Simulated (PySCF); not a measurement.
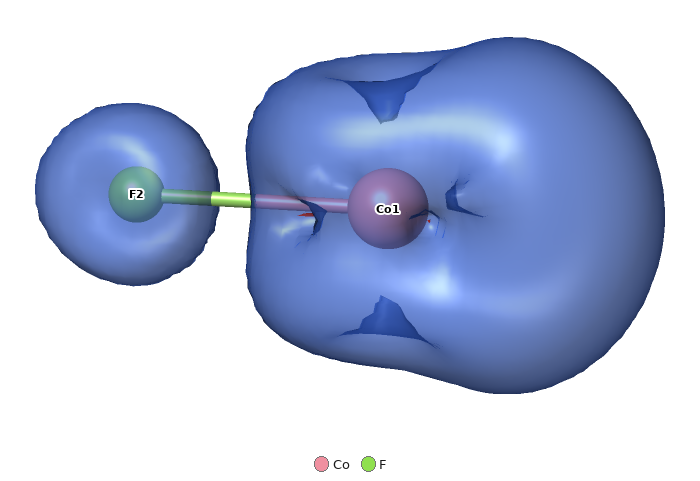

*CoF (charge −1, quartet). Isosurfaces of the spin density at +0.02 (blue) and −0.02 e/Å³ (red), seen from one side.*

Computed with PySCF, PBE0/def2-TZVPPD, non-relativistic Hamiltonian with scalar-relativistic core potentials where named, at a bond length of 1.850 Å.

> Describe the spin distribution.

The unpaired spin (3 electrons) lies mostly on Co1 (about 2.9) and F2 (about 0.1), in electrons by Hirshfeld's partition.
